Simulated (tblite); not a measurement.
Run report: CH₄NOSi, geometry relaxation

- system: CH₄NOSi, multiplicity 2, SMILES NC(=O)[SiH2]
- method: GFN2-xTB geometry optimisation, gas phase (tblite 0.8.0)

It belongs to a series of runs on one base structure; here: X = H replaced by CONH2.

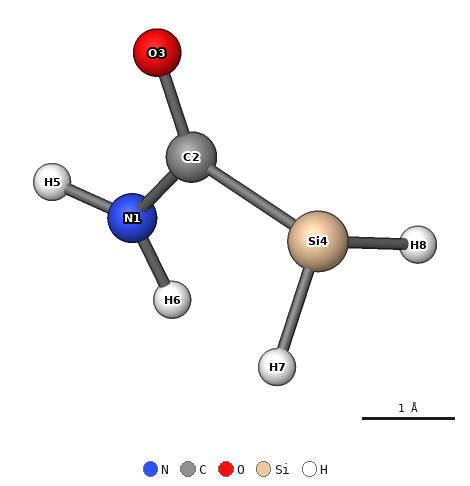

Fig. 1: The structure as given in the input (ball-and-stick view, seen at a tilt; atoms are numbered from 1 in the order of the input).

Input
```
{"job": {"kind": "relax", "xc": "GFN2-xTB", "basis": "xTB"}, "charge": 0, "multiplicity": 2}
N      1.159600    -0.411600     0.107500
C      0.280700     0.681600    -0.283100
O      0.753300     1.787300    -0.649500
Si    -1.523600     0.336000    -0.177800
H      2.190400    -0.341000    -0.052900
H      0.732400    -1.278700     0.557000
H     -1.763200    -0.961400    -0.802900
H     -1.820500     0.197300     1.277300
```

The first line tells a small driver script what to run in tblite; the rest is the geometry in Å.

Run on 1 CPU thread, shared host.

Command:
```bash
OMP_NUM_THREADS=1 python <driver script> task.json out
```

What the program printed
```
step      E/eV     max force
  0    -348.31081    4.185
  1    -348.56898    3.502
  2    -348.69617    0.961
  3    -348.72798    0.628
  4    -348.74804    0.346
  5    -348.75797    0.285
  6    -348.76778    0.327
  7    -348.77580    0.242
  8    -348.77885    0.120
  9    -348.78011    0.100
 10    -348.78108    0.092
 11    -348.78249    0.134
 12    -348.78405    0.121
 13    -348.78549    0.159
 14    -348.78659    0.136
 15    -348.78739    0.080
 16    -348.78806    0.087
 17    -348.78863    0.071
 18    -348.78909    0.081
 19    -348.78961    0.091
 20    -348.79046    0.122
 21    -348.79196    0.178
 22    -348.79437    0.233
 23    -348.79771    0.236
 24    -348.80194    0.211
 25    -348.80598    0.197
 26    -348.81027    0.322
 27    -348.81899    0.393
 28    -348.82474    0.457
 29    -348.83992    0.723
 30    -348.84420    0.688
 31    -348.86311    0.779
 32    -348.88515    0.675
 33    -348.91460    0.492
 34    -348.93122    0.988
 35    -348.95917    0.391
 36    -348.98051    0.356
 37    -349.00467    0.527
 38    -349.01415    0.249
 39    -349.01832    0.203
 40    -349.02256    0.188
 41    -349.02565    0.185
 42    -349.02846    0.183
 43    -349.03147    0.301
 44    -349.03643    0.214
 45    -349.04088    0.224
 46    -349.04334    0.104
 47    -349.04418    0.064
 48    -349.04453    0.056
 49    -349.04503    0.074
 50    -349.04566    0.082
 51    -349.04654    0.098
 52    -349.04737    0.085
 53    -349.04779    0.039
 54    -349.04796    0.035
 55    -349.04808    0.042
 56    -349.04824    0.048
 57    -349.04857    0.054
 58    -349.04901    0.058
 59    -349.04949    0.055
 60    -349.04985    0.051
 61    -349.05007    0.047
 62    -349.05025    0.046
 63    -349.05039    0.036
 64    -349.05046    0.018
 65    -349.05049    0.018
 66    -349.05052    0.017
 67    -349.05057    0.025
 68    -349.05065    0.032
 69    -349.05074    0.036
 70    -349.05081    0.032
 71    -349.05088    0.020
 72    -349.05092    0.020
 73    -349.05095    0.012
 74    -349.05095    0.007
```

Trajectory as extended XYZ (Å, eV, eV/Å), 26 of the 75 frames kept, from step=0 to step=74
```
8
Properties=species:S:1:pos:R:3:forces:R:3 step=0 energy=-348.31081
N     1.1596   -0.4116    0.1075   -1.4220   0.9190  -0.3760
C     0.2807    0.6816   -0.2831    4.0950   0.8580  -0.0710
O     0.7533    1.7873   -0.6495   -0.7750  -2.9280   0.8550
Si   -1.5236    0.3360   -0.1778   -1.1470  -0.6600   0.8250
H     2.1904   -0.3410   -0.0529   -1.5100  -0.0940   0.3750
H     0.7324   -1.2787    0.5570    1.0150   1.7700  -1.0340
H    -1.7632   -0.9614   -0.8029   -0.1520  -0.0600  -0.1480
H    -1.8205    0.1973    1.2773   -0.1040   0.1950  -0.4260
8
Properties=species:S:1:pos:R:3:forces:R:3 step=3 energy=-348.72798
N     1.1384   -0.3849    0.0929   -0.2270   0.2040  -0.1560
C     0.3457    0.6613   -0.2670   -0.2710   0.2750   0.0020
O     0.7681    1.7415   -0.6404    0.4100  -0.4720   0.0580
Si   -1.5394    0.3138   -0.1513    0.2860  -0.2340   0.1120
H     2.1339   -0.3435   -0.0372    0.2160   0.1350   0.0670
H     0.7626   -1.2159    0.5193   -0.0300   0.1300  -0.1650
H    -1.7715   -0.9666   -0.8096   -0.1550  -0.0950  -0.0880
H    -1.8286    0.2038    1.2688   -0.2290   0.0570   0.1690
8
Properties=species:S:1:pos:R:3:forces:R:3 step=6 energy=-348.76778
N     1.1302   -0.3728    0.0766    0.1090  -0.1710  -0.0170
C     0.3348    0.6723   -0.2617    0.3230   0.0170  -0.0510
O     0.8163    1.7169   -0.6435    0.0550   0.2380  -0.1110
Si   -1.5237    0.2849   -0.1333   -0.1150  -0.0730   0.0940
H     2.1348   -0.3254   -0.0271   -0.0590   0.1840   0.0330
H     0.7600   -1.2003    0.4994   -0.1030  -0.1730   0.0080
H    -1.7887   -0.9768   -0.8189   -0.0660  -0.0440  -0.0120
H    -1.8546    0.2107    1.2839   -0.1430   0.0220   0.0550
8
Properties=species:S:1:pos:R:3:forces:R:3 step=9 energy=-348.78011
N     1.1326   -0.3802    0.0677    0.0140  -0.0270  -0.0180
C     0.3519    0.6795   -0.2652   -0.0240  -0.0570  -0.0370
O     0.8400    1.7211   -0.6521   -0.0580  -0.0200   0.0130
Si   -1.5208    0.2687   -0.1188    0.0800   0.0600   0.0030
H     2.1353   -0.3027   -0.0192    0.0290   0.0180   0.0580
H     0.7511   -1.2079    0.4903    0.0410   0.0010  -0.0640
H    -1.8019   -0.9842   -0.8225   -0.0100   0.0260   0.0650
H    -1.8792    0.2152    1.2953   -0.0720  -0.0020  -0.0200
8
Properties=species:S:1:pos:R:3:forces:R:3 step=12 energy=-348.78405
N     1.1394   -0.3867    0.0605   -0.0050   0.0690  -0.0500
C     0.3577    0.6708   -0.2734   -0.0710   0.0260   0.0380
O     0.8336    1.7213   -0.6530    0.0300  -0.0770   0.0120
Si   -1.5100    0.2752   -0.1139   -0.1050  -0.0450  -0.0080
H     2.1405   -0.2921   -0.0054    0.1090  -0.0270   0.0440
H     0.7552   -1.2151    0.4770    0.0520  -0.0230  -0.0490
H    -1.8072   -0.9804   -0.8097    0.0030   0.0480   0.0610
H    -1.9002    0.2166    1.2934   -0.0140   0.0290  -0.0480
8
Properties=species:S:1:pos:R:3:forces:R:3 step=15 energy=-348.78739
N     1.1484   -0.3884    0.0483    0.0330  -0.0280   0.0210
C     0.3572    0.6647   -0.2761    0.0310   0.0170   0.0410
O     0.8338    1.7148   -0.6538   -0.0030   0.0430  -0.0030
Si   -1.5111    0.2766   -0.1085   -0.0670   0.0330  -0.0280
H     2.1528   -0.2833    0.0140   -0.0240  -0.0070  -0.0040
H     0.7666   -1.2227    0.4556    0.0520  -0.0360  -0.0280
H    -1.8141   -0.9749   -0.7924   -0.0230  -0.0730  -0.0240
H    -1.9245    0.2226    1.2882    0.0010   0.0520   0.0250
8
Properties=species:S:1:pos:R:3:forces:R:3 step=18 energy=-348.78909
N     1.1543   -0.3898    0.0456   -0.0260   0.0150   0.0300
C     0.3584    0.6640   -0.2718   -0.0170  -0.0190  -0.0120
O     0.8319    1.7152   -0.6525   -0.0190  -0.0040   0.0500
Si   -1.5200    0.2809   -0.1113    0.0770  -0.0230  -0.0130
H     2.1584   -0.2816    0.0216   -0.0170   0.0200  -0.0300
H     0.7794   -1.2320    0.4425    0.0120  -0.0260  -0.0170
H    -1.8194   -0.9803   -0.7862   -0.0130  -0.0200   0.0010
H    -1.9339    0.2330    1.2875    0.0030   0.0570  -0.0070
8
Properties=species:S:1:pos:R:3:forces:R:3 step=21 energy=-348.79196
N     1.1610   -0.3908    0.0494   -0.0020   0.0040   0.0210
C     0.3581    0.6576   -0.2673   -0.0370  -0.0230  -0.0170
O     0.8239    1.7168   -0.6368    0.0220  -0.0250   0.0700
Si   -1.5182    0.2804   -0.1183   -0.0510  -0.1600   0.0580
H     2.1625   -0.2715    0.0271    0.0510   0.0380  -0.0470
H     0.8055   -1.2563    0.4128   -0.0570   0.0180  -0.0200
H    -1.8329   -0.9957   -0.7741    0.0310   0.0920   0.0680
H    -1.9508    0.2689    1.2825    0.0420   0.0570  -0.1340
8
Properties=species:S:1:pos:R:3:forces:R:3 step=24 energy=-348.80194
N     1.1815   -0.3941    0.0700    0.1130  -0.1340  -0.0200
C     0.3499    0.6294   -0.2530    0.0610   0.0080   0.0450
O     0.8017    1.7149   -0.5656   -0.0100  -0.0300   0.0630
Si   -1.5156    0.2488   -0.1314   -0.1400  -0.0180   0.0680
H     2.1773   -0.2311    0.0309    0.0340   0.0200  -0.0370
H     0.8808   -1.3245    0.3090   -0.1230   0.1660  -0.0450
H    -1.8721   -1.0365   -0.7257    0.0440  -0.0370   0.0580
H    -1.9945    0.4026    1.2412    0.0210   0.0240  -0.1320
8
Properties=species:S:1:pos:R:3:forces:R:3 step=27 energy=-348.81899
N     1.2389   -0.4223    0.0957   -0.0610   0.0060  -0.2060
C     0.3436    0.5582   -0.2101    0.0430   0.2260   0.1700
O     0.7497    1.6948   -0.4038   -0.1380  -0.0910   0.0490
Si   -1.5271    0.1850   -0.1385    0.3210   0.2270   0.0110
H     2.2148   -0.1547    0.0314   -0.1000  -0.1930  -0.0010
H     0.9985   -1.3993    0.0912    0.0210   0.0900   0.0190
H    -1.9337   -1.1205   -0.6067   -0.0230  -0.2640   0.0510
H    -2.0757    0.6683    1.1163   -0.0630  -0.0010  -0.0940
8
Properties=species:S:1:pos:R:3:forces:R:3 step=30 energy=-348.84420
N     1.2809   -0.4513    0.0938   -0.2140   0.5270  -0.1340
C     0.3371    0.5038   -0.1449   -0.1020  -0.0580   0.1280
O     0.6726    1.6702   -0.2534    0.1870   0.5450   0.0530
Si   -1.5187    0.1606   -0.1407    0.1660  -0.4990  -0.1820
H     2.2356   -0.1363    0.0142    0.1140  -0.1220  -0.0200
H     1.0729   -1.4054   -0.0686   -0.0530  -0.6850  -0.0400
H    -1.9579   -1.2006   -0.4907    0.0810   0.2250   0.2040
H    -2.1134    0.8684    0.9658   -0.1790   0.0670  -0.0090
8
Properties=species:S:1:pos:R:3:forces:R:3 step=33 energy=-348.91460
N     1.2911   -0.4614    0.0457    0.1370  -0.4340  -0.1870
C     0.3305    0.4939   -0.0772    0.1080   0.2520  -0.1850
O     0.6246    1.6849   -0.1184    0.1540  -0.0250   0.2220
Si   -1.4879    0.1022   -0.1232   -0.0920   0.3130   0.2100
H     2.2515   -0.1464    0.0039   -0.0340  -0.0140  -0.0450
H     1.1262   -1.4323   -0.1958   -0.0660   0.3760   0.1510
H    -1.9640   -1.2319   -0.3570   -0.1070  -0.3900   0.0380
H    -2.1629    1.0005    0.7975   -0.1010  -0.0780  -0.2040
8
Properties=species:S:1:pos:R:3:forces:R:3 step=36 energy=-348.98051
N     1.3107   -0.4672   -0.0425   -0.0400   0.3310   0.1240
C     0.3474    0.4969   -0.0178   -0.1170   0.0630  -0.2780
O     0.6190    1.6938    0.0211    0.1880  -0.1690   0.2410
Si   -1.4642    0.0634   -0.0651   -0.0180   0.0580   0.0400
H     2.2672   -0.1648   -0.0060    0.2180   0.0460  -0.1110
H     1.1252   -1.4111   -0.3045   -0.1420  -0.2480   0.0020
H    -1.9666   -1.2884   -0.2158    0.0380  -0.0750   0.0610
H    -2.2297    1.0868    0.6062   -0.1280  -0.0070  -0.0800
8
Properties=species:S:1:pos:R:3:forces:R:3 step=38 energy=-349.01415
N     1.3150   -0.4483   -0.1033   -0.0470  -0.1700  -0.0090
C     0.3544    0.5109    0.0011    0.0670   0.1800   0.0260
O     0.6493    1.6960    0.1379   -0.0890  -0.2250   0.0600
Si   -1.4498    0.0346   -0.0036    0.0780  -0.0630  -0.0840
H     2.2836   -0.1807   -0.0326   -0.0030   0.0310  -0.1140
H     1.0891   -1.3926   -0.3618    0.0390   0.0330   0.0720
H    -1.9577   -1.3286   -0.1138    0.1460   0.1270   0.0380
H    -2.2749    1.1181    0.4515   -0.1920   0.0870   0.0120
8
Properties=species:S:1:pos:R:3:forces:R:3 step=41 energy=-349.02565
N     1.3163   -0.4442   -0.1380    0.0010   0.0120   0.0160
C     0.3599    0.5139    0.0243   -0.0300  -0.1690   0.0690
O     0.6371    1.6900    0.2187    0.1300   0.0700   0.0170
Si   -1.4381    0.0311    0.0168   -0.0880   0.1060  -0.0530
H     2.2915   -0.2014   -0.0636   -0.0410   0.0650  -0.0780
H     1.0735   -1.3838   -0.3882    0.0090  -0.0560   0.0320
H    -1.9275   -1.3353   -0.0363    0.0860   0.0120   0.0030
H    -2.3037    1.1392    0.3419   -0.0670  -0.0400  -0.0070
8
Properties=species:S:1:pos:R:3:forces:R:3 step=44 energy=-349.03643
N     1.3125   -0.4490   -0.1440   -0.0020  -0.0450  -0.0110
C     0.3600    0.5027    0.0480   -0.1260  -0.0260   0.1070
O     0.6503    1.6698    0.2760    0.1290   0.1710  -0.0110
Si   -1.4502    0.0541    0.0068    0.1790  -0.0010  -0.1040
H     2.2876   -0.1974   -0.1143   -0.0320   0.0650  -0.0140
H     1.0685   -1.3894   -0.3837   -0.0150  -0.1260  -0.0150
H    -1.8775   -1.3280    0.0068   -0.0260  -0.1000   0.0010
H    -2.3420    1.1466    0.2797   -0.1080   0.0620   0.0460
8
Properties=species:S:1:pos:R:3:forces:R:3 step=47 energy=-349.04418
N     1.2997   -0.4580   -0.1410    0.0180   0.0330   0.0180
C     0.3600    0.5080    0.0638    0.0550   0.0130  -0.0290
O     0.6901    1.6704    0.2701   -0.0190   0.0250   0.0170
Si   -1.4481    0.0681   -0.0101    0.0220  -0.0120  -0.0440
H     2.2675   -0.1778   -0.1374    0.0100  -0.0410  -0.0070
H     1.0699   -1.4088   -0.3609   -0.0430  -0.0060   0.0090
H    -1.8592   -1.3235   -0.0056    0.0010  -0.0270   0.0070
H    -2.3709    1.1312    0.2965   -0.0430   0.0160   0.0300
8
Properties=species:S:1:pos:R:3:forces:R:3 step=50 energy=-349.04566
N     1.2964   -0.4559   -0.1416    0.0050   0.0330   0.0020
C     0.3669    0.5198    0.0596   -0.0510  -0.0340   0.0080
O     0.6965    1.6814    0.2662    0.0180   0.0030  -0.0100
Si   -1.4398    0.0685   -0.0146   -0.0130  -0.0350  -0.0440
H     2.2662   -0.1876   -0.1451    0.0720  -0.0400   0.0000
H     1.0508   -1.4077   -0.3420   -0.0150   0.0220   0.0050
H    -1.8528   -1.3250   -0.0103    0.0360   0.0080   0.0050
H    -2.3753    1.1160    0.3033   -0.0510   0.0420   0.0330
8
Properties=species:S:1:pos:R:3:forces:R:3 step=53 energy=-349.04779
N     1.2954   -0.4547   -0.1313   -0.0290   0.0220  -0.0130
C     0.3704    0.5291    0.0554   -0.0310  -0.0170  -0.0160
O     0.7032    1.6914    0.2481    0.0190   0.0110   0.0020
Si   -1.4401    0.0802   -0.0452    0.0060  -0.0100  -0.0140
H     2.2713   -0.2064   -0.1570   -0.0010  -0.0090   0.0300
H     1.0308   -1.4063   -0.3056    0.0070  -0.0090  -0.0120
H    -1.8311   -1.3200   -0.0252    0.0290  -0.0090   0.0100
H    -2.3909    1.0960    0.3362   -0.0010   0.0210   0.0140
8
Properties=species:S:1:pos:R:3:forces:R:3 step=56 energy=-349.04824
N     1.2952   -0.4532   -0.1361    0.0040  -0.0250  -0.0140
C     0.3678    0.5279    0.0522    0.0270   0.0310  -0.0230
O     0.7022    1.6907    0.2436   -0.0100  -0.0200   0.0110
Si   -1.4426    0.0806   -0.0462   -0.0160   0.0140  -0.0090
H     2.2731   -0.2081   -0.1439   -0.0410   0.0120   0.0210
H     1.0376   -1.4067   -0.3124   -0.0150   0.0060   0.0010
H    -1.8318   -1.3198   -0.0225    0.0240  -0.0110   0.0110
H    -2.3926    1.0980    0.3407    0.0260  -0.0080   0.0020
8
Properties=species:S:1:pos:R:3:forces:R:3 step=59 energy=-349.04949
N     1.2855   -0.4492   -0.1598    0.0340  -0.0190  -0.0150
C     0.3680    0.5390    0.0388    0.0130   0.0110   0.0190
O     0.7131    1.6962    0.2410   -0.0170  -0.0230  -0.0020
Si   -1.4428    0.0886   -0.0608   -0.0210  -0.0050  -0.0200
H     2.2663   -0.2226   -0.1206   -0.0040   0.0410   0.0060
H     1.0259   -1.4068   -0.3059   -0.0540  -0.0070   0.0050
H    -1.8009   -1.3207   -0.0056    0.0140   0.0060   0.0070
H    -2.4060    1.0850    0.3484    0.0340  -0.0040   0.0000
8
Properties=species:S:1:pos:R:3:forces:R:3 step=62 energy=-349.05025
N     1.2801   -0.4494   -0.1662   -0.0150   0.0420  -0.0110
C     0.3678    0.5439    0.0320   -0.0170  -0.0320   0.0230
O     0.7150    1.6985    0.2384    0.0090   0.0120  -0.0040
Si   -1.4436    0.0929   -0.0794    0.0210  -0.0130  -0.0230
H     2.2608   -0.2277   -0.1141    0.0250   0.0110   0.0050
H     1.0075   -1.4059   -0.2926   -0.0140  -0.0270  -0.0030
H    -1.7758   -1.3215   -0.0020   -0.0110  -0.0070   0.0070
H    -2.4027    1.0786    0.3595    0.0020   0.0140   0.0060
8
Properties=species:S:1:pos:R:3:forces:R:3 step=65 energy=-349.05049
N     1.2804   -0.4484   -0.1684    0.0050   0.0000  -0.0070
C     0.3658    0.5411    0.0349    0.0070   0.0010  -0.0030
O     0.7103    1.6969    0.2419    0.0020  -0.0060   0.0070
Si   -1.4442    0.0897   -0.0814   -0.0030   0.0000  -0.0120
H     2.2613   -0.2256   -0.1102   -0.0070   0.0000  -0.0020
H     1.0081   -1.4054   -0.2989    0.0070   0.0090   0.0070
H    -1.7776   -1.3246    0.0020   -0.0150   0.0050   0.0080
H    -2.3949    1.0858    0.3555    0.0040  -0.0090   0.0010
8
Properties=species:S:1:pos:R:3:forces:R:3 step=68 energy=-349.05065
N     1.2814   -0.4458   -0.1783    0.0050  -0.0300  -0.0030
C     0.3663    0.5403    0.0369    0.0050   0.0270  -0.0170
O     0.7098    1.6956    0.2488   -0.0050  -0.0180   0.0140
Si   -1.4434    0.0884   -0.0843   -0.0150   0.0000  -0.0070
H     2.2618   -0.2264   -0.1059    0.0070   0.0120  -0.0040
H     1.0101   -1.4040   -0.3029    0.0030   0.0110   0.0120
H    -1.7813   -1.3241    0.0140   -0.0070   0.0050   0.0040
H    -2.3957    1.0855    0.3472    0.0060  -0.0060   0.0020
8
Properties=species:S:1:pos:R:3:forces:R:3 step=71 energy=-349.05088
N     1.2827   -0.4448   -0.1858   -0.0030   0.0050   0.0000
C     0.3665    0.5391    0.0350   -0.0080   0.0110  -0.0150
O     0.7087    1.6928    0.2554   -0.0040  -0.0030   0.0090
Si   -1.4445    0.0888   -0.0975    0.0120  -0.0100  -0.0010
H     2.2623   -0.2245   -0.1038    0.0080   0.0030  -0.0010
H     1.0112   -1.4037   -0.2988    0.0050  -0.0190   0.0040
H    -1.7849   -1.3214    0.0244   -0.0010  -0.0030  -0.0020
H    -2.3930    1.0830    0.3466   -0.0090   0.0170   0.0060
8
Properties=species:S:1:pos:R:3:forces:R:3 step=74 energy=-349.05095
N     1.2838   -0.4455   -0.1839    0.0020   0.0040  -0.0050
C     0.3651    0.5370    0.0336    0.0000  -0.0040   0.0010
O     0.7053    1.6906    0.2575   -0.0010   0.0010   0.0000
Si   -1.4458    0.0878   -0.0995    0.0010   0.0010   0.0020
H     2.2628   -0.2211   -0.1035   -0.0010  -0.0010   0.0000
H     1.0168   -1.4055   -0.3003    0.0010  -0.0030   0.0040
H    -1.7903   -1.3212    0.0244    0.0000  -0.0010  -0.0020
H    -2.3887    1.0873    0.3472   -0.0020   0.0030   0.0010
```

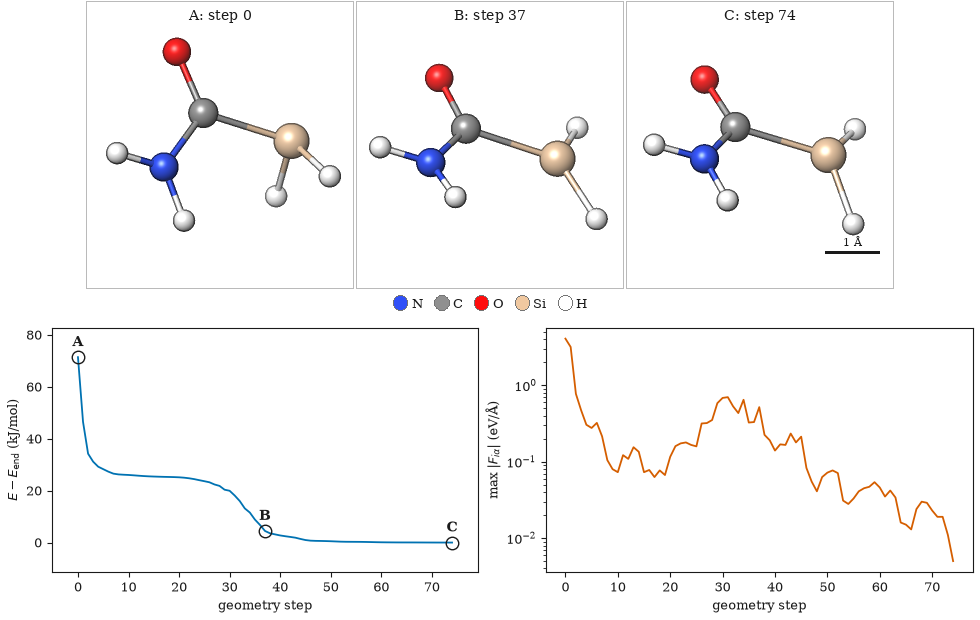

Fig. 2: Frames of the relaxation (ball-and-stick view, seen at a tilt) above the curves, on which the letters mark them (steps are counted from 0).

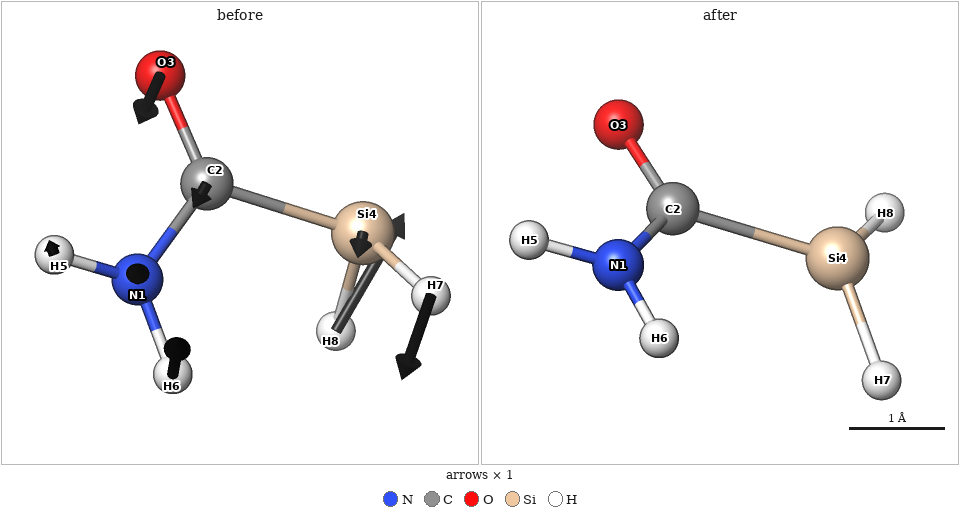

Fig. 3: Before (left) and after (right) the relaxation, at one scale (ball-and-stick view, seen at a tilt). The black arrows give the displacements, at true length. The largest move after the best rigid fit is that of H8, 1.45 Å. By element the largest moves are H 1.45 Å, O 0.74 Å, N 0.31 Å, C 0.31 Å, Si 0.30 Å. Distances before and after: N1–C2 1.456 → 1.363 Å, N1–H6 1.066 → 1.003 Å, Si4–H8 1.492 → 1.445 Å, N1–H5 1.046 → 1.008 Å. Among the angles that change: H7–Si4–H8 107.6° → 119.3°, C2–Si4–H8 105.6° → 116.3°, C2–Si4–H7 107.7° → 117.1°. The energy falls by 71.4 kJ/mol in 74 geometry steps. The largest force component goes from 4.1 to 0.005 eV/Å. (Atoms are counted from 1 in the order of the input.)

Results in brief

| quantity | value |
| --- | --- |
| outcome | converged |
| total energy | −349.0510 eV |
| peak memory | 0.23 GiB |
